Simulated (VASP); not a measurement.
Band structure of ZrS2 (relaxed from the fluorite structure, space group Fm-3m). Method: r2SCAN meta-GGA, VASP's PBE PAW potentials (set 64) (plane waves; VASP).

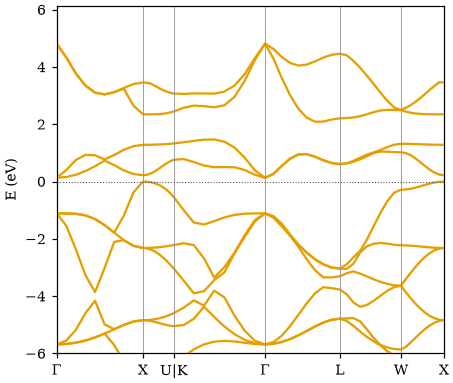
Figure: Bands along high-symmetry lines, zero at the valence-band maximum or, without a gap, the Fermi level

**Question.** Read the plot: is there a gap, and where are the band edges?

**Answer.** The gap is indirect, 0.13 eV, from the valence maximum at X to the conduction minimum at Γ.

The structure was generated: ZrS2 was put into the fluorite type (Fm-3m), which need not be its known phase. It was relaxed first, which changed the volume by +9 %.
